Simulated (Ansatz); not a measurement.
# GaH3O: the cost of one run

All numbers below are computed with Ansatz 0.2.0 (RKS BHLYP/def2-SVP).

### Step 1. The starting structure

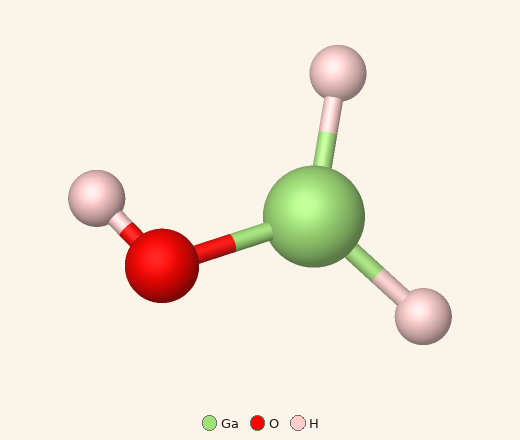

The starting structure, seen from a chosen angle (gallium green, oxygen red, hydrogen pink).

As a file:

```xyz
5

Ga    0.0000    0.0000    0.0000
O     0.0000    0.0000    1.7900
H    -0.9095   -0.2814    2.1271
H     1.3596    0.0000   -0.7850
H    -1.3596    0.0000   -0.7850
```

### Step 2. Preparing the start

File input.yaml:

```yaml
crystal:
  periodic: [false, false, false]
  atoms:
    - { symbol: Ga, position_ang: [0.0, 0.0, 0.0] }
    - { symbol: O, position_ang: [0.0, 0.0, 1.79] }
    - { symbol: H, position_ang: [-0.9095, -0.2814, 2.1271] }
    - { symbol: H, position_ang: [1.3596, 0.0, -0.785] }
    - { symbol: H, position_ang: [-1.3596, 0.0, -0.785] }
basis:
  gaussian: { orbitals: def2-SVP }
hamiltonian:
  xc: { name: BHLYP }
relax:
  f_tol: 0.02
  max_steps: 40
```

Run with:

```sh
$ ansatz run input.yaml --threads 1 --pin off --max-ram 2048MiB --backend cpu --events-out ev --progress --plain --runs-dir out
```

Q: Estimate wall time and peak memory on 1 thread of Arm Neoverse N1, shared host.

About 15 s, with a peak of 0.11 GiB.
